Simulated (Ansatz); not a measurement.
# How ZrB2 absorbs and reflects light

What colour and refractive index does ZrB2 have at this level of theory?

Method: DFT, PBE, plane-wave PAW, default files, scalar-relativistic, independent-particle optical response without local fields, in Ansatz 0.2.0.

## (1) The structure

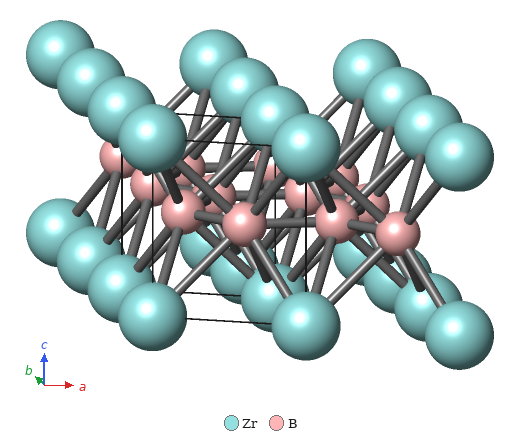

The cell as given, slightly off an axis (zirconium light teal, boron pink). 2×3×1 cells are drawn. Some periodic images of atoms are drawn too.

## (2) Ground state and bands

The self-consistent density comes first; it also tells whether there is a gap, which decides the occupations and the need for a Drude term.

This step: DFT, PBE, plane-wave PAW, default files, scalar-relativistic, ground state (Ansatz 0.2.0).

Input file input.yaml:

```yaml
crystal:
  lattice:
    - [3.17, 0.0, 0.0]
    - [-1.585, 2.74530053, 0.0]
    - [0.0, 0.0, 3.533]
  atoms:
    - { symbol: Zr, position: [0.0, 0.0, 0.0] }
    - { symbol: B, position: [0.6666666667, 0.3333333333, 0.5] }
    - { symbol: B, position: [0.3333333333, 0.6666666667, 0.5] }
kpoints:
  mp_grid: { grid: [9, 9, 7] }
  band_path:
    path:
      - [[0.0, 0.0, 0.0], [0.5, 0.0, 0.0], [0.33333333, 0.33333333, 0.0], [0.0, 0.0, 0.0], [0.0, 0.0, 0.5], [0.5, 0.0, 0.5], [0.33333333, 0.33333333, 0.5], [0.0, 0.0, 0.5]]
      - [[0.5, 0.0, 0.5], [0.5, 0.0, 0.0]]
      - [[0.33333333, 0.33333333, 0.0], [0.33333333, 0.33333333, 0.5]]
    npoints: 5
scf:
  occupations: { method: fermi_dirac, width: 0.05 }
  n_extra_bands: 7
hamiltonian:
  xc: pbe
  pseudopotentials: { kind: paw }
output:
  forces: true
  stress: true
  populations: true
  write_bands: true
```

On the command line:

```sh
$ ansatz run input.yaml --threads 4 --pin off --max-ram 8192MiB --backend cpu --events-out ev --progress --plain --runs-dir out
```

Numbers of over 12 decimals in the logs are rounded to 6 here.

Log:

```text
scf.n_extra_bands = 7 over 9 filled bands (N_el = 18.0): the run solves 16 bands
Engine: ansatz 0.2.0, x86_64-unknown-linux-gnu
Pseudopotentials: kind: paw
Pseudopotential: Zr, paw, valence charge 12, recommended cutoff 420 eV (normal), Zr.paw.azcp
Pseudopotential: B, paw, valence charge 3, recommended cutoff 420 eV (normal), B.paw.azcp
Functional definition: PBE
  parameter kappa = 0.804
  parameter beta = 0.066725
  exchange = pbe_x(kappa = kappa, mu = beta*pi^2/3)
  correlation = pbe_c(beta = beta)
Crystal: 3 atoms, lattice volume = 30.746 Å³
Basis set: ecut = 420 eV, 575 PW (Γ), exchange–correlation on 48×48×48 points (8 copies of the dense FFT grid, shifted against one another)
Bands: 16, of which v1, the nominal top of the filled ones, is band 9 counted from 1 (8 counted from 0)
Symmetry: 24 space group operations
Space group: P6/mmm (ITA 191), of the structure as read, at distance tolerance 3.1e-5 Å
k-points: 48 of 567
Non-local potential: Zr, projectors of the file, l = 0: 3, l = 1: 2, l = 2: 2, l = 3: 2
Non-local potential: B, projectors of the file, l = 0: 2, l = 1: 2, l = 2: 1
PAW form: soft (Blöchl's): semilocal exchange-correlation on the pseudo side does not see the compensation charge
PAW one-centre angular grid: Zr, 590 points (default); XC on 64 Gauss nodes
PAW one-centre angular grid: B, 110 points (default); XC on 64 Gauss nodes
Initial density: superposition of atomic densities (neutral atoms: chi_scale 0, normalization atom), corrected by the library's trained network
Initial wavefunctions: pseudopotential atomic-orbital guess
Functional: x = pbe(κ = 0.804, μ = 0.219515), c = pbe(β = 0.066725)
SCF iter   1: F=—  HF=-4498.712170 eV  |F-HF|=—  |Δ(HF+E_count)|=         —  Δρ=1.51e-3  dr2=8.01e-4  ethr=1.77e-3  ⟨swp⟩=5.2  Hψ=3744  notcnv=0  defer=12
preconditioner: auto → none  [insulator: Δε(μ)=0.164 eV  Ē_g=10.793 eV  σ=0.050 eV  W_gap=0.66  n_scr=8 (ndim 8)  ℏωp=21.2 eV  f_vac=0.000  D(μ)=0.38/eV (n_scr^D=0)  ε∞_Penn≈4.8]
SCF iter   2: F=—  HF=-4498.711954 eV  |F-HF|=—  |Δ(HF+E_count)|=   2.16e-4  Δρ=6.78e-4  dr2=1.36e-4  ethr=4.45e-6  ⟨swp⟩=2.2  Hψ=1417  notcnv=0  defer=32
SCF iter   3: F=—  HF=-4498.711965 eV  |F-HF|=—  |Δ(HF+E_count)|=   1.13e-5  Δρ=1.38e-4  dr2=2.69e-6  ethr=7.54e-7  ⟨swp⟩=2.4  Hψ=988  notcnv=0  defer=32
SCF iter   4: F=—  HF=-4498.711978 eV  |F-HF|=—  |Δ(HF+E_count)|=   1.30e-5  Δρ=4.39e-5  dr2=1.97e-7  ethr=1.50e-8  ⟨swp⟩=2.5  Hψ=1100  notcnv=0  defer=32
iter 5 did not close the SCF: its close was put off for the readings that it lacked (scf_convergence_deferred on its scf_iter line)
SCF iter   5: F=-4498.711978 eV  HF=-4498.711978 eV  |F-HF|=4.70e-9  |Δ(HF+E_count)|=   1.26e-7  Δρ=5.99e-6  dr2=6.98e-9  ethr=1.10e-9  ⟨swp⟩=2.1  Hψ=1111  notcnv=0  defer=32
SCF iter   6: F=-4498.711978 eV  HF=-4498.711978 eV  |F-HF|=3.18e-10  |Δ(HF+E_count)|=   2.72e-9  Δρ=1.55e-6  dr2=4.93e-10  ethr=3.88e-11  ⟨swp⟩=4.5  Hψ=2868  notcnv=0
SCF 1 converged in 6 iterations: F = -4498.711978 eV  dr2 = 4.93e-10
  greatest PAW one-centre occupation: 0.996 electrons in one spin orbital (limit 2), on the Zr atom at site 0 (counted from 0), in its partial waves of l = 0
NSCF: frozen V_eff on 48 k-points
SCF converged after 6 iterations
Free energy (F): -4498.711978 eV
Harris-Foulkes:  -4498.711978 eV  (|F-HF|=3.18e-10)
Internal energy: -4498.708621 eV  (E = F + TS)
E sigma→0 (E₀):  -4498.710300 eV
Entropy (-TS):   -0.003357 eV (-1.119 meV/atom)
Fermi energy:    15.828390 eV
--- Per-component energies (eV) ---
  E_band       = -25.198162
  E_kinetic    = 435.208410
  E_local      = -556.569488  (includes V_loc(G=0)·N_el)
  E_nonlocal   = 100.581707
  E_hartree    = 176.114039
  E_xc         = -228.959998
  E_vxc        = -271.357163  (∫ρ·V_xc dr)
  E_paw        = -3110.898687  (= ΣΔE_a)
  E_vpaw       = -85.289384  (= ΣTr[D̂ρ^β])
  E_aug_tail   = 0.000017  (compensation charges beyond the density's cutoff)
  E_ewald      = -1314.184620
  E_smearing   = -0.003357  (= −TS)
  E_closure    = 0.000000  (closes the sum)
  Σ components = -4498.711978   (vs F -4498.711978, Δ=0.00e0)
--- Forces (eV/Å), atoms counted from 1 ---
  atom   1  Zr    -0.00000000     0.00000000     0.00000000
  atom   2  B      0.00000000     0.00000000     0.00000000
  atom   3  B      0.00000000     0.00000000     0.00000000
  max |Σ_I F_I| component: 3.70e-17 eV/Å
--- Stress (GPa, compression-positive) ---
        0.805283      -0.000000       0.000000
        0.000000       0.805283       0.000000
        0.000000       0.000000       0.872835
  P = ⅓ Tr σ = 0.8278 GPa (8.278 kbar)
--- Band table (eV; the first three rows and the last of 48) ---
  k-point 0: bands = [... 5 lower, 13.1639, 13.1639, 13.2133, 13.4470, 19.1931, 19.1931, 19.9706, 19.9706, ... 3 higher]
  k-point 1: bands = [... 5 lower, 11.7834, 13.3546, 13.3546, 14.7899, 18.0442, 18.0442, 19.3770, 19.3770, ... 3 higher]
  k-point 2: bands = [... 5 lower, 10.2279, 13.9021, 13.9021, 16.2356, 16.8402, 16.8402, 18.0743, 18.0743, ... 3 higher]
  k-point 47: bands = [... 5 lower, 7.0876, 10.7477, 13.1223, 13.1223, 19.8424, 21.4109, 21.4109, 22.5052, ... 3 higher]
--- Löwdin populations: 3 sites ---
  site symbol       q [e]
     0     Zr     11.2651
     1      B      3.3515
     2      B      3.3515
  spilling = 0.001777 (of n_electrons = 18.000000)
```

Wall time 1.8 s (4 threads of Intel Xeon at 2.50GHz (Skylake/Cascade Lake), shared host); peak memory 0.35 GiB.

The column dr2 measures how far the density is from self-consistency, as an energy; F and HF (Harris–Foulkes) agree once it is small.

Numbers from this step:

```
free energy         : -4498.7120 eV
Fermi energy        : 15.83 eV
electrons           : 18
symmetry operations : 24
pressure            : 0.8278 GPa
volume              : 30.75 Å³
gap on the path     : 0 eV
```

There are states at the Fermi level within the smearing, so the occupations stay smeared and the carriers get a Drude term. The cell is left with a pressure of 0.8 GPa, as it stands unrelaxed at this level.

Electronic bands along the path, in eV, zero at the Fermi level; # counts the bands kept:

```tsv
point	#2	#3	#4	#5	#6	#7	#8	#9
Γ	-2.66	-2.66	-2.62	-2.38	3.37	3.37	4.14	4.14
M	-8.55	-3.93	-3.10	-2.71	2.20	2.27	4.89	4.96
K	-7.82	-6.95	-2.48	-2.48	1.53	1.53	3.12	8.47
Γ	-2.66	-2.66	-2.62	-2.38	3.37	3.37	4.14	4.14
A	-6.99	-1.00	-1.00	0.29	0.29	0.75	0.75	1.80
L	-7.03	-4.65	-4.16	-2.04	3.71	4.04	5.27	6.20
H	-8.78	-4.96	-2.71	-2.71	4.05	5.99	5.99	6.53
A	-6.99	-1.00	-1.00	0.29	0.29	0.75	0.75	1.80
jump to L	-7.03	-4.65	-4.16	-2.04	3.71	4.04	5.27	6.20
M	-8.55	-3.93	-3.10	-2.71	2.20	2.27	4.89	4.96
jump to K	-7.82	-6.95	-2.48	-2.48	1.53	1.53	3.12	8.47
H	-8.78	-4.96	-2.71	-2.71	4.05	5.99	5.99	6.53
```

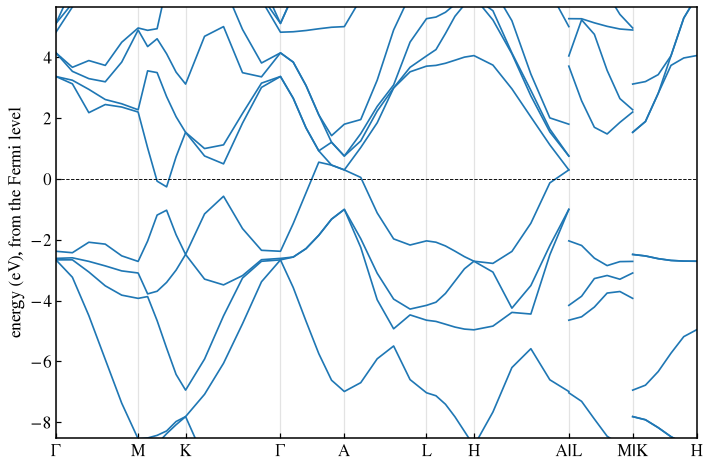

Electronic bands along the path.

## (3) Spectrum

The spectrum is a sum over vertical transitions between filled and empty bands at the fixed density, so many empty bands are needed.

This step: DFT, PBE, plane-wave PAW, default files, scalar-relativistic, independent-particle optical response without local fields (Ansatz 0.2.0).

input.yaml, the sections that differ from step 2:

```yaml
kpoints:
  mp_grid: { grid: [11, 11, 9] }
scf:
  occupations: { method: fermi_dirac, width: 0.05 }
output:
  optics:
    e_range: [0, 14]
    de: 0.05
    sigma: 0.1
    drude_damping: 0.05
    nscf_kmesh: { grid: [15, 15, 11] }
    bands: { spectra_wanted_up_to: 14 }
# crystal, hamiltonian: as in step 2
```

Log:

```text
[...]
Crystal: 3 atoms, lattice volume = 30.746 Å³
Basis set: ecut = 420 eV, 575 PW (Γ)
Bands: 13, of which v1, the nominal top of the filled ones, is band 9 counted from 1 (8 counted from 0)
[... 1 set-up line as in the run before ...]
[...]
k-points: 80 of 1089
[...]
SCF iter   1: F=—  HF=-4498.724998 eV  |F-HF|=—  |Δ(HF+E_count)|=         —  Δρ=1.47e-3  dr2=4.70e-4  ethr=1.77e-3  ⟨swp⟩=5.0  Hψ=5106  notcnv=0
[...]
SCF iter   7: F=-4498.724964 eV  HF=-4498.724964 eV  |F-HF|=1.82e-12  |Δ(HF+E_count)|=  3.64e-11  Δρ=1.77e-7  dr2=3.63e-12  ethr=1.00e-12  ⟨swp⟩=3.0  Hψ=2643  notcnv=0
SCF 1 converged in 7 iterations: F = -4498.724964 eV  dr2 = 3.63e-12
[...]
NSCF: frozen V_eff on 162 k-points
output.optics: what the bands over the 23 summed would add to eps1, eps2 and the energy-loss function is held between a lower and an upper bound (6 Lanczos steps). eps1, eps2 and their loss function (loss_summed_bands) are given on every row as the summed bands alone make them. Along an axis, on a row where the two bounds hold the loss function to about 1 % of the greater of itself and 0.5 % of |1/eps|, its cell (loss_completed) is given, with the completed eps1 and eps2 that it is formed of (a cell that is left empty reads nan in the table and null in the record). The two bounds hold it so along every axis on all 280 rows up to 14.000 eV. [rest of the remark cut]
SCF converged after 7 iterations
Free energy (F): -4498.724964 eV
[...]
Internal energy: -4498.723557 eV  (E = F + TS)
E sigma→0 (E₀):  -4498.724260 eV
Entropy (-TS):   -0.001407 eV (-0.469 meV/atom)
Fermi energy:    15.734153 eV
[...]
--- Band table (eV; the first three rows and the last of 80) ---
  k-point 0: bands = [... 5 lower, 13.1648, 13.1648, 13.2104, 13.4485, 19.1887, 19.1887, 19.9677, 19.9677]
  k-point 1: bands = [... 5 lower, 12.1322, 13.2806, 13.2806, 14.4698, 18.3627, 18.3627, 19.5955, 19.5955]
  k-point 2: bands = [... 5 lower, 10.9057, 13.6201, 13.6201, 15.5925, 17.3127, 17.3127, 18.6869, 18.6869]
  k-point 79: bands = [... 5 lower, 7.5046, 10.8193, 12.9183, 13.2441, 19.7966, 21.4507, 21.4744, 22.3733]
```

The job ended after 2.1 min (4 threads; peak memory 1.3 GiB; 8.1 min of CPU time).

This step gave:

- main peak of the optical conductivity above 1 eV, first axis: 9.032 eV
- Drude plasma energy, first axis: 4.454 eV
- bands summed: 23
- spectra valid up to: 19.55 eV
- program's estimate of the k-sum error in Im epsilon: 0.16 %
- electrons in the f-sum: 15.39

Im ε against photon energy; read off at these points:

```tsv
photon energy (eV)	E ∥ x or y	E ∥ z
1	32.2	27.3
2	22.4	23.2
3	13.7	14.4
4	11.3	13.2
5	8.38	8.89
6	8.43	8.17
7	8.18	8.93
8	7.58	7.73
9	8.24	6.91
10	7.37	5.48
11	3.57	2.86
12	2.96	2.37
13	2.10	1.63
14	1.64	1.50
```

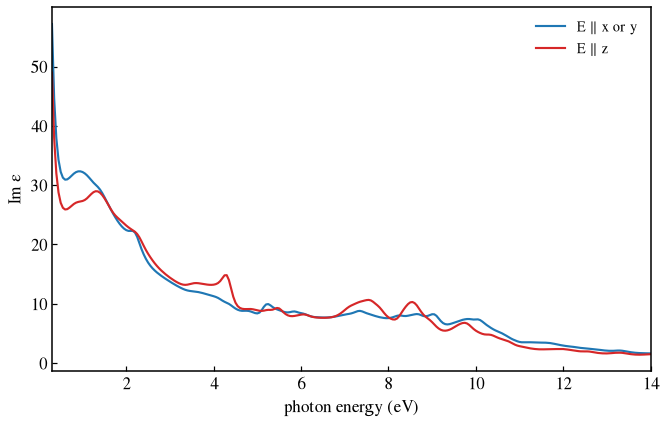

Im ε against photon energy.

Table of Re ε by photon energy:

```tsv
photon energy (eV)	E ∥ x or y	E ∥ z
1	5.79	10.2
2	2.31	4.35
3	0.532	1.45
4	0.768	1.91
5	1.93	0.417
6	0.773	1.03
7	1.33	2.34
8	0.0995	-1.89
9	-1.49	-4.30
10	-2.84	-4.24
11	-3.52	-3.72
12	-2.88	-2.48
13	-2.33	-1.92
14	-2.01	-1.71
```

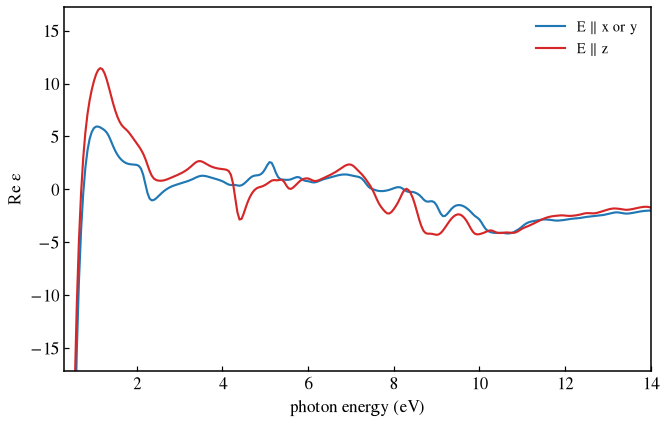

Re ε, plotted against photon energy. Below 1 eV the curve runs off the scale.

Table of refractive index n and extinction k by photon energy:

```tsv
photon energy (eV)	n, E ∥ x or y	k, E ∥ x or y	n, E ∥ z	k, E ∥ z
2	3.52	3.18	3.74	3.10
4	2.46	2.30	2.76	2.39
6	2.15	1.96	2.15	1.90
8	1.96	1.93	1.74	2.22
10	1.59	2.32	1.16	2.36
12	0.790	1.87	0.690	1.72
14	0.539	1.52	0.531	1.41
```

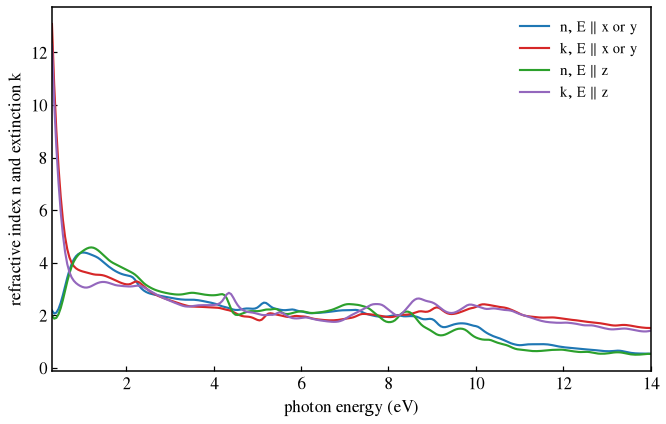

Refractive index n and extinction k, plotted against photon energy.

Values under 1 per cm are given as 1. Absorption coefficient against photon energy:

```tsv
photon energy (eV)	E ∥ x or y (1/cm)	E ∥ z (1/cm)
1.00	3.7e5	3.1e5
2.00	6.4e5	6.3e5
3.00	7.8e5	7.8e5
4.00	9.3e5	9.7e5
5.00	9.3e5	1.0e6
6.00	1.2e6	1.2e6
7.00	1.3e6	1.3e6
8.00	1.6e6	1.8e6
9.00	2.0e6	2.3e6
10.00	2.3e6	2.4e6
11.00	2.3e6	2.3e6
12.00	2.3e6	2.1e6
13.00	2.2e6	2.0e6
14.00	2.2e6	2.0e6
```

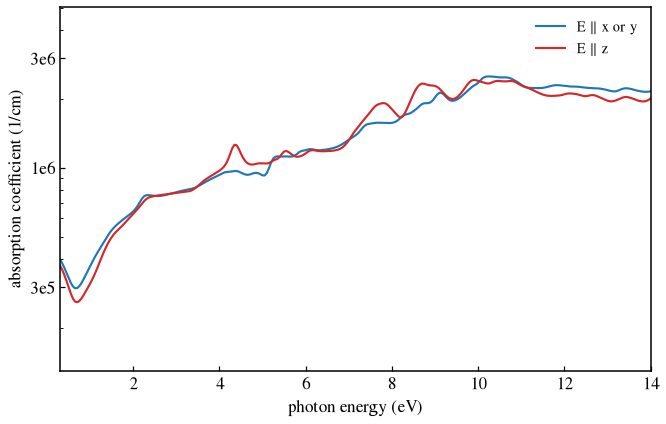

Absorption coefficient against photon energy.

The loss function −Im 1/ε at q → 0 by energy loss; read off at these points:

```tsv
energy loss (eV)	E ∥ x or y	E ∥ z
1.0	0.0301	0.0321
2.0	0.0441	0.0417
3.0	0.0727	0.0687
4.0	0.0883	0.0741
5.0	0.113	0.112
6.0	0.118	0.120
7.0	0.119	0.105
8.0	0.132	0.122
9.0	0.118	0.104
9.4	0.143	0.147
10.0	0.118	0.114
11.0	0.142	0.130
12.0	0.173	0.201
13.0	0.213	0.258
14.0	0.243	0.289
```

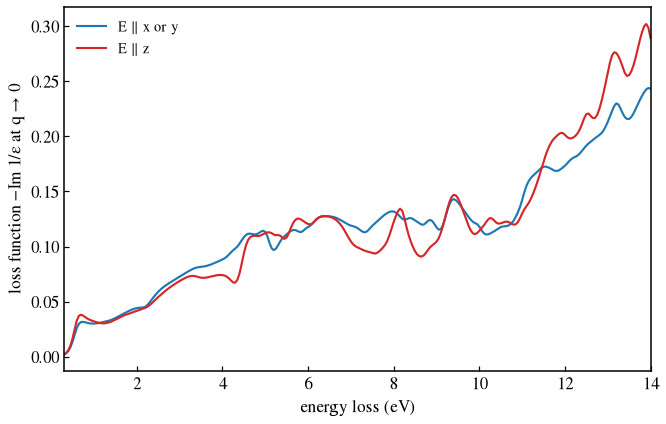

Loss function −Im 1/ε at q → 0 against energy loss.

From ε follow the optical constants at some laser and lamp lines:

```tsv
wavelength (nm)	n xy	k xy	R (%) xy	1/α xy	n z	k z	R (%) z	1/α z
1550	4.13	3.870	60.0	32 nm	4.05	3.315	55.6	37 nm
1064	4.33	3.596	58.1	24 nm	4.58	3.086	54.9	27 nm
800	3.92	3.480	56.8	18 nm	4.18	3.256	55.3	20 nm
450	2.75	2.722	48.8	13 nm	2.92	2.736	48.9	13 nm
405	2.65	2.536	46.3	13 nm	2.81	2.511	46.0	13 nm
365	2.59	2.363	43.9	12 nm	2.83	2.333	43.7	12 nm
193	2.10	1.837	35.3	8.4 nm	2.11	1.811	34.8	8.5 nm
```

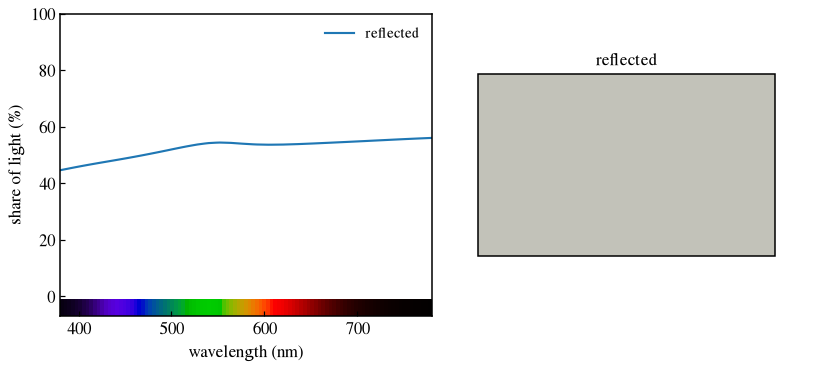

Light reflected across the visible range, with the colour that it makes of daylight (sRGB).

In reflection the computed colour is light grey: x = 0.320, y = 0.341, luminous reflectivity 54 %.

## (4) Outcome

```json
{"gap on the path": "0 eV", "main peak of the optical conductivity above 1 eV, first axis": "9.03 eV", "Drude plasma energy, first axis": "4.45 eV"}
```

In words: At this level (PBE, independent particles) ZrB2 is a metal with a Drude plasma energy of 4.5 eV along x, 4.5 eV along y and 4.2 eV along z; it reflects 55 % at 550 nm for E ∥ x. Along x the bare Drude plasma energy is 4.5 eV; Re ε first rises through zero at 0.76 eV, far lower, because interband transitions screen the carriers. Im ε is 32 there, so the loss peak at that energy is weak. In reflection the computed colour is light grey: x = 0.320, y = 0.341, luminous reflectivity 54 %. In the base run ε includes the program's bounded estimate of what the bands above those summed add. The carriers' damping of 0.05 eV is typed, not computed; at 0.8 eV the carriers give 6 % of Im ε along the first axis; the rest comes from the sum over bands, which at low energy also holds close bands and the noise of the mesh. The Fermi-Dirac width of 0.05 eV acts as an electron temperature of 580 K in the carriers' term.

[Logs are printed without paths, hosts, clocks, repeated set-up lines and the standing remarks that a program may print on its own settings, such as how far it seeks lower states.]

[Hosts, paths, dates, database ids (printed as entryN), source tags and the programs' standing remarks are cut or masked in the printed files.]
